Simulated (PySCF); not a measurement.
**Zn³⁺: interval between two levels with spin-orbit coupling**

Each state of zinc is computed at each level; their differences give the interval between two levels. How far do the methods differ?

Program: PySCF 2.14.0. Level of theory: two-component X2C-1e, generalised determinants. These are calculated values, not measurements, unless marked.

## (1) The atom as given

- Element: zinc (Z = 30)
- Basis: x2c-TZVPall-2c with one added diffuse shell each of s, p, d type (7s8p5d1f, 63 functions)
- Hamiltonian: two-component X2C-1e, Gaussian nucleus, no Breit or QED terms; spin-orbit coupling, run by run: off; screened by Boettger's factors
- Core shells frozen in the correlated runs: [Ne] (for Zn³⁺)
- State 1: Zn³⁺ 3d9 2D5/2: [Ar] 3d9; 3d3/2 filled at m_j = -3/2, -1/2, +1/2, +3/2; 3d5/2 filled at m_j = -3/2, -1/2, +1/2, +3/2, +5/2
- State 2: Zn³⁺ 3d8 4s1 4F9/2: [Ar] 3d8 4s1; 3d3/2 filled at m_j = -1/2, +1/2, +3/2; 3d5/2 filled at m_j = -3/2, -1/2, +1/2, +3/2, +5/2; 4s1/2 filled at m_j = +1/2
- Methods: GHF, GMP2

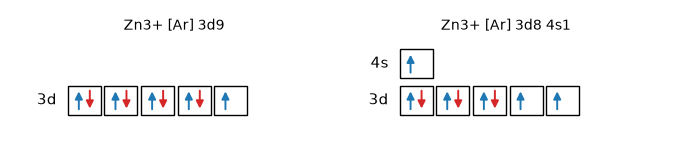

Occupation of the outer shells (arrows by Hund's rule).

A driver program built on PySCF's X2C-1e integrals ran all steps in one process from the settings above; there is no separate input file.

It was started by

```
OMP_NUM_THREADS=1 python sorun2.py TASK.json OUT
```

The integrals over 63 functions and the set-up took 0.95 s of CPU time.

## (2) Zn³⁺ 3d9 2D5/2

Level: GHF (spin-free).

Standard output:

```text
cycle= 1 E= -1791.9509106240  delta_E= -1.79e+03  |FDS-SDF|= 0.031
cycle= 2 E= -1791.9557278104  delta_E= -0.00482  |FDS-SDF|= 0.016
cycle= 3 E= -1791.9571986052  delta_E= -0.00147  |FDS-SDF|= 0.00471
cycle= 4 E= -1791.9573698584  delta_E= -0.000171  |FDS-SDF|= 0.000602
cycle= 5 E= -1791.9573757258  delta_E= -5.87e-06  |FDS-SDF|= 9.68e-05
cycle= 6 E= -1791.9573758918  delta_E= -1.66e-07  |FDS-SDF|= 1.37e-05
cycle= 7 E= -1791.9573758957  delta_E= -3.93e-09  |FDS-SDF|= 2e-06
cycle= 8 E= -1791.9573758959  delta_E= -1.2e-10  |FDS-SDF|= 6.04e-07
```

It took 1 s on 1 thread of Intel Xeon Platinum 8488C, shared host, the integrals not counted.

Occupied spinors (without spin-orbit coupling the j labels only name the start):

```tsv
spinor shell	electrons	mean energy (eV)	weight of the nominal j	rms radius (bohr)
1s1/2	2	-9772.6	1.000	0.0580
2s1/2	2	-1276.6	1.000	0.244
2p3/2	4	-1107.6	0.833	0.219
2p1/2	2	-1108.7	0.667	0.219
3s1/2	2	-199.68	1.000	0.727
3p3/2	4	-146.34	0.833	0.767
3p1/2	2	-148.73	0.667	0.765
3d5/2	5	-62.411	0.760	0.914
3d3/2	4	-63.279	0.700	0.909
```

M_J = 5/2, ⟨J²⟩ = 8.753, ⟨L²⟩ = 6.002, ⟨S²⟩ = 0.751.

Level: GMP2 (spin-free).

This step left no log, only its results.

It took 0.37 s on 1 thread of Intel Xeon Platinum 8488C, shared host, the integrals not counted.

With 17 electrons correlated and 6 very high virtual spinors dropped, the MP2 correlation energy is -0.51174 hartree. Largest pairs: 3d3/2-3d5/2 -0.1272, 3d5/2-3d5/2 -0.0744, 3d5/2-3p3/2 -0.0650, 3d3/2-3p3/2 -0.0486, 3d3/2-3d3/2 -0.0466.

Level: GHF (screened spin-orbit).

Standard output:

```text
cycle= 1 E= -1792.0071182838  delta_E= -1.79e+03  |FDS-SDF|= 0.0313
cycle= 2 E= -1792.0121506367  delta_E= -0.00503  |FDS-SDF|= 0.0158
cycle= 3 E= -1792.0135760773  delta_E= -0.00143  |FDS-SDF|= 0.00489
cycle= 4 E= -1792.0137573483  delta_E= -0.000181  |FDS-SDF|= 0.000602
cycle= 5 E= -1792.0137631695  delta_E= -5.82e-06  |FDS-SDF|= 9.71e-05
cycle= 6 E= -1792.0137633353  delta_E= -1.66e-07  |FDS-SDF|= 1.41e-05
cycle= 7 E= -1792.0137633393  delta_E= -4.06e-09  |FDS-SDF|= 2.01e-06
cycle= 8 E= -1792.0137633394  delta_E= -1.16e-10  |FDS-SDF|= 5.85e-07
```

Time after the integrals: 0.94 s (1 thread of Intel Xeon Platinum 8488C, shared host).

The outer occupied spinors:

```tsv
spinor shell	electrons	mean energy (eV)	weight of the nominal j	rms radius (bohr)
2s1/2	2	-1276.5	1.000	0.244
2p1/2	2	-1124.6	0.999	0.217
2p3/2	4	-1099.8	1.000	0.220
3s1/2	2	-199.66	1.000	0.727
3p1/2	2	-150.62	0.951	0.759
3p3/2	4	-145.42	0.976	0.770
3d3/2	4	-63.529	0.831	0.906
3d5/2	5	-62.221	0.865	0.916
```

M_J = 5/2, ⟨J²⟩ = 8.753, ⟨L²⟩ = 6.004, ⟨S²⟩ = 0.752. Rows whose weight is well below 1 mix j = l ± 1/2: exchange competes with spin-orbit coupling there.

Level: GMP2 (screened spin-orbit).

No log was kept for this step.

Time after the integrals: 0.3 s (1 thread of Intel Xeon Platinum 8488C, shared host).

With 17 electrons correlated and 6 very high virtual spinors dropped, the MP2 correlation energy is -0.51177 hartree. Largest pairs: 3d3/2-3d5/2 -0.1350, 3d5/2-3d5/2 -0.0706, 3d5/2-3p3/2 -0.0643, 3d3/2-3p3/2 -0.0494, 3d3/2-3d3/2 -0.0426.

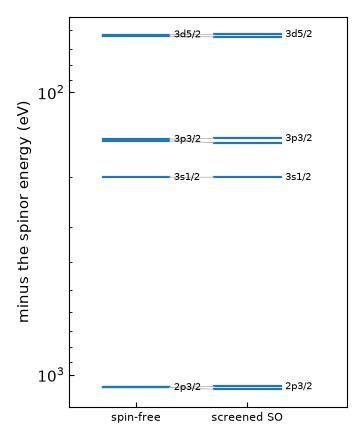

The highest 7 spinor levels of Zn³⁺ 3d9 2D5/2 on a logarithmic scale, without and with spin-orbit coupling.

## (3) Zn³⁺ 3d8 4s1 4F9/2, method by method

Level: GHF (spin-free).

Standard output:

```text
cycle= 1 E= -1791.4028103286  delta_E= -1.79e+03  |FDS-SDF|= 0.026
cycle= 2 E= -1791.4060053057  delta_E= -0.00319  |FDS-SDF|= 0.00566
cycle= 3 E= -1791.4062076229  delta_E= -0.000202  |FDS-SDF|= 0.00292
cycle= 4 E= -1791.4062685641  delta_E= -6.09e-05  |FDS-SDF|= 0.000435
cycle= 5 E= -1791.4062711588  delta_E= -2.59e-06  |FDS-SDF|= 3.69e-05
cycle= 6 E= -1791.4062711820  delta_E= -2.32e-08  |FDS-SDF|= 4.59e-06
cycle= 7 E= -1791.4062711825  delta_E= -4.67e-10  |FDS-SDF|= 3.95e-07
```

Time after the integrals: 0.85 s (1 thread of Intel Xeon Platinum 8488C, shared host).

Occupied spinors (without spin-orbit coupling the j labels only name the start):

```tsv
spinor shell	electrons	mean energy (eV)	weight of the nominal j	rms radius (bohr)
1s1/2	2	-9783.5	1.000	0.0580
2s1/2	2	-1288.6	1.000	0.244
2p1/2	2	-1120.7	0.667	0.219
2p3/2	4	-1119.3	0.833	0.219
3s1/2	2	-209.94	1.000	0.720
3p3/2	4	-155.53	0.833	0.757
3p1/2	2	-158.95	0.667	0.755
3d5/2	5	-73.891	0.640	0.862
3d3/2	3	-72.596	0.667	0.865
4s1/2	1	-42.159	1.000	2.25
```

M_J = 9/2, ⟨J²⟩ = 24.753, ⟨L²⟩ = 12.003, ⟨S²⟩ = 3.751.

Level: GMP2 (spin-free).

This step left no log, only its results.

Time after the integrals: 0.35 s (1 thread of Intel Xeon Platinum 8488C, shared host).

With 17 electrons correlated and 6 very high virtual spinors dropped, the MP2 correlation energy is -0.44998 hartree. Largest pairs: 3d3/2-3d5/2 -0.0935, 3d5/2-3p3/2 -0.0735, 3d5/2-3d5/2 -0.0607, 3d3/2-3p3/2 -0.0433, 3d5/2-3p1/2 -0.0231.

Level: GHF (screened spin-orbit).

Standard output:

```text
cycle= 1 E= -1791.4620907368  delta_E= -1.79e+03  |FDS-SDF|= 0.0266
cycle= 2 E= -1791.4656374756  delta_E= -0.00355  |FDS-SDF|= 0.00594
cycle= 3 E= -1791.4658890295  delta_E= -0.000252  |FDS-SDF|= 0.00315
cycle= 4 E= -1791.4659751841  delta_E= -8.62e-05  |FDS-SDF|= 0.000935
cycle= 5 E= -1791.4660107394  delta_E= -3.56e-05  |FDS-SDF|= 0.000688
cycle= 6 E= -1791.4660575799  delta_E= -4.68e-05  |FDS-SDF|= 0.000395
cycle= 7 E= -1791.4660793065  delta_E= -2.17e-05  |FDS-SDF|= 3.95e-05
cycle= 8 E= -1791.4660793888  delta_E= -8.23e-08  |FDS-SDF|= 3.56e-06
cycle= 9 E= -1791.4660793891  delta_E= -3.15e-10  |FDS-SDF|= 5.35e-07
```

It took 0.98 s on 1 thread of Intel Xeon Platinum 8488C, shared host, the integrals not counted.

The outer occupied spinors:

```tsv
spinor shell	electrons	mean energy (eV)	weight of the nominal j	rms radius (bohr)
2p1/2	2	-1136.7	0.999	0.217
2p3/2	4	-1111.5	0.999	0.220
3s1/2	2	-209.92	1.000	0.720
3p1/2	2	-161.58	0.837	0.750
3p3/2	4	-154.22	0.918	0.759
3d5/2	5	-73.853	0.614	0.862
3d3/2	3	-72.691	0.632	0.864
4s1/2	1	-42.157	1.000	2.25
```

M_J = 9/2, ⟨J²⟩ = 24.753, ⟨L²⟩ = 12.014, ⟨S²⟩ = 3.748. Rows whose weight is well below 1 mix j = l ± 1/2: exchange competes with spin-orbit coupling there.

Level: GMP2 (screened spin-orbit).

No log was kept for this step.

Time after the integrals: 0.22 s (1 thread of Intel Xeon Platinum 8488C, shared host).

With 17 electrons correlated and 6 very high virtual spinors dropped, the MP2 correlation energy is -0.45002 hartree. Largest pairs: 3d3/2-3d5/2 -0.0935, 3d5/2-3p3/2 -0.0759, 3d5/2-3d5/2 -0.0607, 3d3/2-3p3/2 -0.0419, 3p1/2-3p3/2 -0.0232.

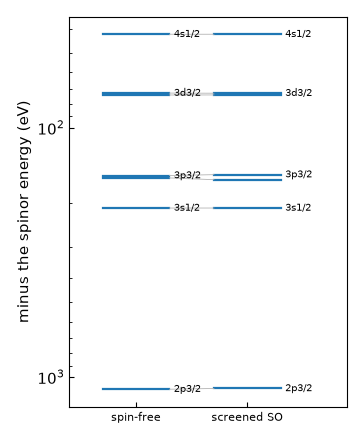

The highest 7 spinor levels of Zn³⁺ 3d8 4s1 4F9/2 on a logarithmic scale, without and with spin-orbit coupling.

## (4) The energy differences

Interval between two levels: Zn³⁺ [Ar] 3d9 [3d3/2^4 3d5/2^5, M_J = 5/2] → Zn³⁺ [Ar] 3d8 4s1 [3d3/2^3 3d5/2^5 4s1/2^1, M_J = 9/2].

```tsv
method	value (eV)	CPU time, both states (s)
GHF (spin-free)	14.996	1.9
GMP2 (spin-free)	16.677	2.6
GHF (screened spin-orbit)	14.903	1.9
GMP2 (screened spin-orbit)	16.583	2.4
```

Times are CPU seconds on a shared host without the integrals; correlated rows include their Hartree-Fock run.

## (5) Outcome

| quantity | value |
| --- | --- |
| interval between two levels, Zn³⁺ → 3d8 4s1 4F9/2 | GHF (spin-free) 14.996, GMP2 (screened spin-orbit) 16.583 eV |

**Reading.** The methods span 1.774 eV, from GHF (screened spin-orbit) (14.903) to GMP2 (spin-free) (16.677). No reference value is at hand in this session. Spin-orbit coupling moves the difference by -0.094 eV at GMP2. All values hold for this basis alone; no basis-set limit was taken.
